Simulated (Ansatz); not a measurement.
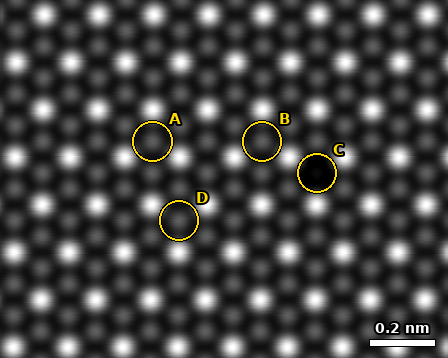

Z-contrast image of C (P6_3/mmc, No. 194) along [001]. The image is simulated as a sum over atoms of Z^1.7, blurred by a 0.70 Å probe (no channelling). A slight drift was added.

The sample is 2 repeats (27.5 Å) thick. One point defect was put into the perfect crystal, without relaxing the atoms around it. Brightness is counted from the darkest point of the image. Host structure: the end point of a relaxation with DFT, r2SCAN, plane waves (500 eV) with PAW, scalar-relativistic in Ansatz 0.2.0; the starting structure was generated, so it need not be a known form of this composition.

Q: Which ringed column holds the defect, and does it scatter more or less than its equals?

C; it scatters less. The column holds 2 atoms (C) through the sample, and one C atom is missing, so its peak vanishes.
